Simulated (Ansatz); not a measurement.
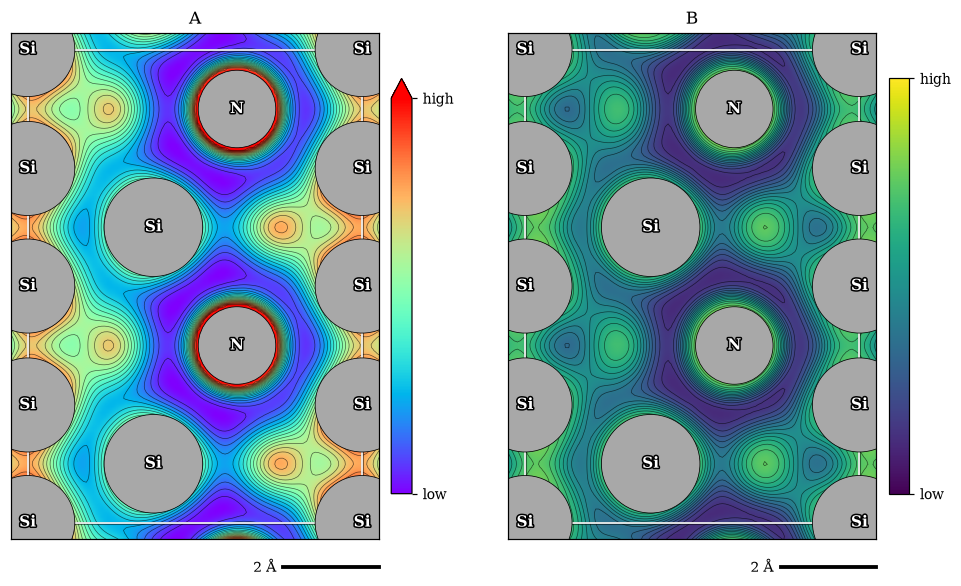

Si₅N: 2 fields on the (011) plane of the conventional cell, with unlabelled colour scales. Grey discs cover the atomic cores.

Space group F-43m; a structure generated by program, which may or may not match a known phase; computed without spin polarisation.

These are results of DFT PBE, scalar-relativistic, plane waves, PAW (Ansatz 0.2.0), not measurements.

Match the panels to the quantities (electron localisation function and valence pseudo-density).

Answer. Panel A: valence pseudo-density. Panel B: electron localisation function. From the grid: Si–Si (2.46 Å): the density is about 0.42 e/Å³ at the midpoint; the ELF peaks at about 0.75 between the atoms. Si–N (2.90 Å): ρ at the midpoint is about 0.15 e/Å³; the ELF is about 0.20 at the midpoint: no localised pair shows between them.
